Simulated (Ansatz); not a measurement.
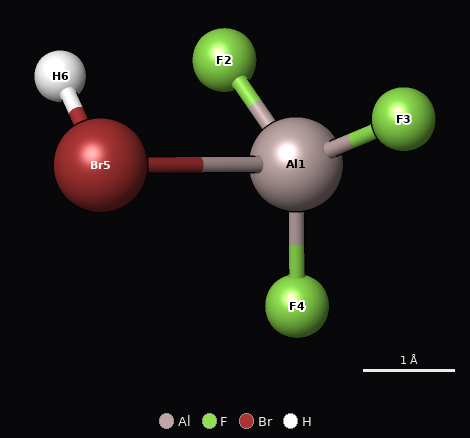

Fig. 1: The input geometry (ball-and-stick view, seen at a tilt; atoms are numbered from 1 in the order of the input). Sticks mark near contacts. Bond lengths as drawn: Al–Br 2.70 Å, Al–F 1.66 to 1.67 Å and Br–H 1.44 Å.

## Run report: AlHBrF3, nudged elastic band

AlHBrF3, computed with RKS B3LYP/def2-SVP (Ansatz 0.2.0).

One setting was made poor on purpose. It belongs to a series of runs on one base structure; here: band between the two ends. Figures and captions count atoms from 1; the log counts them from 0 in places.

**The input**
```yaml
crystal:
  periodic: [false, false, false]
  atoms:
    - { symbol: Al, position_ang: [0.005088, 0.0215, 0.048884] }
    - { symbol: F, position_ang: [0.002229, 0.468063, 1.654474] }
    - { symbol: F, position_ang: [1.422133, 0.133952, -0.798756] }
    - { symbol: F, position_ang: [-1.427374, 0.049501, -0.779647] }
    - { symbol: Br, position_ang: [0.087303, -2.540642, 0.891691] }
    - { symbol: H, position_ang: [0.076321, -1.889774, 2.172255] }
basis:
  gaussian: { orbitals: def2-SVP }
hamiltonian:
  xc: b3lyp
neb:
  order_check: false
  images: 7
  f_tol: 0.05
  max_iterations: 50
  initial_path: linear
  final_atoms:
    - { symbol: Al, position_ang: [0.01935471, -0.47883237, -0.09800028] }
    - { symbol: F, position_ang: [0.01758808, -0.01850941, 1.82285397] }
    - { symbol: F, position_ang: [1.42818583, 0.2116913, -0.62563888] }
    - { symbol: F, position_ang: [-1.4354882, 0.12680579, -0.60524365] }
    - { symbol: Br, position_ang: [0.08968783, -2.68886248, 0.52273684] }
    - { symbol: H, position_ang: [0.04637175, -0.90969283, 2.172193] }
```

Launched with:
```bash
ansatz run input.yaml --threads 2 --pin off --max-ram 3072MiB --backend cpu --events-out ev --progress --plain --runs-dir out
```

**Output**
```
Engine: ansatz 0.2.0, x86_64-unknown-linux-gnu
Functional definition: B3LYP
  parameter a0 = 0.2
  parameter ax = 0.72
  parameter ac = 0.81
  exchange = (1 - a0 - ax)*slater_x + ax*b88_x + a0*exact_x
  correlation = (1 - ac)*vwn_rpa_c + ac*lyp_c
956 factors; integrals over basis functions are off by at most 3.4e-4 eV
mean field evaluation 1: about -84795.0327 eV, gradient 6.1e1 eV
mean field evaluation 2: about -84785.0316 eV, gradient 1.0e2 eV
mean field evaluation 4: about -84800.6795 eV, gradient 9.0e-1 eV
mean field evaluation 8: about -84800.6969 eV, gradient 1.8e-2 eV
mean field -84800.69686842 eV, -3116.3681299375 hartree, gradient 4.4e-5 eV, S^2 0.000000; 0 other end points of the search recorded, 0 dependent functions left out
the calculation of the forces begins
reference -84800.69711550 eV, -3116.3681390176 hartree; 38, 38 occupied and 59, 59 virtual orbitals, 956 factors
958 factors; integrals over basis functions are off by at most 1.5e-3 eV
mean field evaluation 16: about -84787.9761 eV, gradient 9.3e1 eV
mean field -84800.80197896 eV, -3116.3719926786 hartree, gradient 6.6e-5 eV, S^2 0.000000; 0 other end points of the search recorded, 0 dependent functions left out
[... from here on the field's lines of each further geometry are left out, up to the last ...]
NEB iter   1: max|band force component| = 2.650e0 eV/Å  barrier→ = 1.1214 eV  barrier← = 1.2265 eV  Δτ_max = 0.1996 Å  (223 SCF iters)
NEB iter   2: max|band force component| = 2.368e0 eV/Å  barrier→ = 0.6270 eV  barrier← = 0.7322 eV  Δτ_max = 0.2000 Å  (196 SCF iters)
NEB iter   3: max|band force component| = 1.092e0 eV/Å  barrier→ = 0.1971 eV  barrier← = 0.3022 eV  Δτ_max = 0.1228 Å  (194 SCF iters)
NEB iter   4: max|band force component| = 8.602e-1 eV/Å  barrier→ = 0.1686 eV  barrier← = 0.2738 eV  Δτ_max = 0.0284 Å  (193 SCF iters)
NEB iter   5: max|band force component| = 4.037e-1 eV/Å  barrier→ = 0.1490 eV  barrier← = 0.2541 eV  CI = image 4  Δτ_max = 0.0488 Å  (194 SCF iters)
NEB iter   6: max|band force component| = 3.301e-1 eV/Å  barrier→ = 0.1621 eV  barrier← = 0.2672 eV  CI = image 4  Δτ_max = 0.0195 Å  (193 SCF iters)
NEB iter   7: max|band force component| = 9.414e-2 eV/Å  barrier→ = 0.1637 eV  barrier← = 0.2688 eV  CI = image 4  Δτ_max = 0.0040 Å  (191 SCF iters)
the calculation of the forces begins
reference -84800.78841227 eV, -3116.3714941121 hartree; 38, 38 occupied and 59, 59 virtual orbitals, 958 factors
956 factors; integrals over basis functions are off by at most 1.3e-3 eV
mean field evaluation 576: about -84800.5332 eV, gradient 1.6e-4 eV
mean field -84800.53319199 eV, -3116.3621149399 hartree, gradient 1.7e-5 eV, S^2 0.000000; 1 other end points of the search recorded, 0 dependent functions left out
the calculation of the forces begins
reference -84800.53343470 eV, -3116.3621238590 hartree; 38, 38 occupied and 59, 59 virtual orbitals, 956 factors
NEB iter   8: max|band force component| = 3.447e-2 eV/Å  barrier→ = 0.1637 eV  barrier← = 0.2688 eV  CI = image 4  Δτ_max = 0.0000 Å  (334 SCF iters)
```

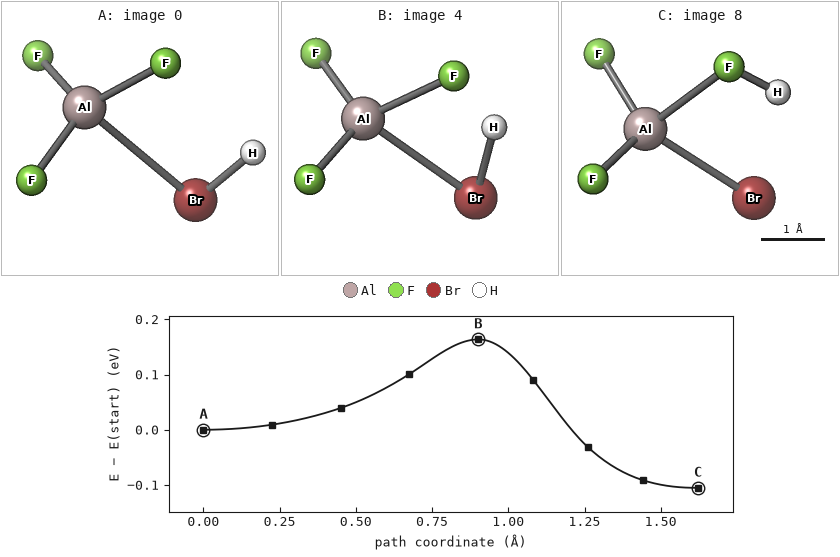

Fig. 2: Images of the last band (counted from 0; ball-and-stick, seen at a tilt) above the energy along the path; the line is a cubic interpolation that uses the forces. The highest image is number 4, 0.164 eV above the start and 0.269 eV above the end (the climbing image); the end lies 0.105 eV below the start. The path is 1.62 Å long. The band converged in 8 iterations.

```
Total energy: -84800.53343470 eV, -3116.3621238590 hartree
Atom 0 at     0.012488    -0.230952     0.029162 Å, force     0.001152    -0.000483    -0.004189 eV/Å
Atom 1 at     0.017122     0.030682     1.781174 Å, force    -0.001518     0.002897     0.007682 eV/Å
Atom 2 at     1.436652     0.188057    -0.695499 Å, force     0.000623    -0.001621    -0.000773 eV/Å
Atom 3 at    -1.443688     0.101414    -0.676511 Å, force    -0.000986    -0.000465     0.000116 eV/Å
Atom 4 at     0.087355    -2.573401     0.888883 Å, force     0.000145     0.007053     0.004280 eV/Å
Atom 5 at     0.055771    -1.273199     1.861690 Å, force     0.000583    -0.007381    -0.007115 eV/Å
Dipole moment:     0.011994    -0.334773     0.333150 e Å
this run last wrote the band of iteration 8 to [file]
```

**The last band as extended XYZ (Å, eV, eV/Å)**
```
6
Properties=species:S:1:pos:R:3:forces:R:3 image=0 energy=-84800.69687
Al    0.0051    0.0215    0.0489   -0.0008  -0.0041   0.0017
F     0.0022    0.4681    1.6545    0.0006   0.0023   0.0002
F     1.4221    0.1340   -0.7988   -0.0005  -0.0006   0.0006
F    -1.4274    0.0495   -0.7796    0.0009  -0.0010   0.0002
Br    0.0873   -2.5406    0.8917   -0.0002   0.0040  -0.0030
H     0.0763   -1.8898    2.1723    0.0000  -0.0005   0.0003
6
Properties=species:S:1:pos:R:3:forces:R:3 image=1 energy=-84800.68766
Al    0.0063   -0.0188    0.0544   -0.0006   0.0126  -0.0160
F     0.0057    0.3658    1.6825   -0.0009   0.0413   0.0150
F     1.4288    0.1379   -0.7754   -0.0100  -0.0019  -0.0146
F    -1.4339    0.0527   -0.7563    0.0097  -0.0013  -0.0150
Br    0.0879   -2.5683    0.9064   -0.0003   0.0126  -0.0028
H     0.0709   -1.7267    2.0773    0.0020  -0.0633   0.0334
6
Properties=species:S:1:pos:R:3:forces:R:3 image=2 energy=-84800.65741
Al    0.0079   -0.0664    0.0584   -0.0021   0.0637   0.0275
F     0.0092    0.2618    1.7129   -0.0027   0.0915  -0.0192
F     1.4349    0.1473   -0.7478   -0.0097  -0.0100  -0.0314
F    -1.4401    0.0613   -0.7285    0.0099  -0.0091  -0.0317
Br    0.0885   -2.5866    0.9232    0.0003  -0.0032  -0.0093
H     0.0654   -1.5748    1.9707    0.0043  -0.1329   0.0641
6
Properties=species:S:1:pos:R:3:forces:R:3 image=3 energy=-84800.59603
Al    0.0100   -0.1401    0.0551   -0.0039   0.1510   0.0303
F     0.0133    0.1459    1.7451   -0.0067   0.1742  -0.0363
F     1.4366    0.1651   -0.7204    0.0005  -0.0249  -0.0319
F    -1.4426    0.0785   -0.7010    0.0011  -0.0243  -0.0309
Br    0.0883   -2.5800    0.9240    0.0004  -0.0115   0.0405
H     0.0601   -1.4268    1.8862    0.0087  -0.2644   0.0282
6
Properties=species:S:1:pos:R:3:forces:R:3 image=4 energy=-84800.53319
Al    0.0125   -0.2310    0.0292    0.0012  -0.0005  -0.0042
F     0.0171    0.0307    1.7812   -0.0015   0.0029   0.0077
F     1.4367    0.1881   -0.6955    0.0006  -0.0016  -0.0008
F    -1.4437    0.1014   -0.6765   -0.0010  -0.0005   0.0001
Br    0.0874   -2.5734    0.8889    0.0001   0.0071   0.0043
H     0.0558   -1.2732    1.8617    0.0006  -0.0074  -0.0071
6
Properties=species:S:1:pos:R:3:forces:R:3 image=5 energy=-84800.60615
Al    0.0145   -0.3032   -0.0064    0.0094  -0.3267  -0.1267
F     0.0190   -0.0347    1.8114    0.0070  -0.2459   0.1262
F     1.4368    0.2025   -0.6781   -0.0098   0.0454   0.0388
F    -1.4441    0.1163   -0.6594    0.0074   0.0468   0.0392
Br    0.0873   -2.5868    0.8262    0.0000  -0.0425  -0.2197
H     0.0522   -1.1516    1.8952   -0.0140   0.5230   0.1422
6
Properties=species:S:1:pos:R:3:forces:R:3 image=6 energy=-84800.72847
Al    0.0166   -0.3806   -0.0465    0.0055  -0.2605  -0.1240
F     0.0189   -0.0489    1.8284    0.0007  -0.0162   0.0796
F     1.4333    0.2121   -0.6598   -0.0167   0.0269   0.0379
F    -1.4412    0.1253   -0.6409    0.0167   0.0282   0.0379
Br    0.0885   -2.6121    0.7383    0.0006  -0.0618  -0.2373
H     0.0496   -1.0532    1.9695   -0.0068   0.2834   0.2058
6
Properties=species:S:1:pos:R:3:forces:R:3 image=7 energy=-84800.78818
Al    0.0193   -0.4438   -0.0805    0.0000  -0.0759  -0.0183
F     0.0153   -0.0249    1.8257    0.0007   0.0312   0.0012
F     1.4312    0.2075   -0.6463   -0.0071   0.0041   0.0105
F    -1.4365    0.1184   -0.6304    0.0067   0.0058   0.0082
Br    0.0906   -2.6467    0.6496    0.0018  -0.0347  -0.0986
H     0.0458   -0.9680    2.0708   -0.0022   0.0696   0.0970
6
Properties=species:S:1:pos:R:3:forces:R:3 image=8 energy=-84800.80198
Al    0.0198   -0.4927   -0.1011   -0.0057  -0.0092   0.0103
F     0.0166    0.0098    1.8091    0.0016  -0.0145  -0.0020
F     1.4289    0.1862   -0.6428    0.0083   0.0101  -0.0060
F    -1.4348    0.1014   -0.6226   -0.0039   0.0068  -0.0057
Br    0.0900   -2.6885    0.5682   -0.0002  -0.0004   0.0059
H     0.0452   -0.8735    2.1781   -0.0002   0.0073  -0.0026
```

**Key numbers**

| quantity | value |
| --- | --- |
| outcome | converged |
| barrier, forward | 0.164 eV |
| barrier, backward | 0.269 eV |
| hardware | 2 threads of Intel Xeon @ 2.50GHz (Skylake/Cascade Lake), 32 GiB of memory available, shared host |
| wall time | 4.2 min (CPU time 8 min) |
| peak memory | 0.24 GiB |

**Remarks**

A deliberately poor setting: straight start. The order of the saddle point was not checked.
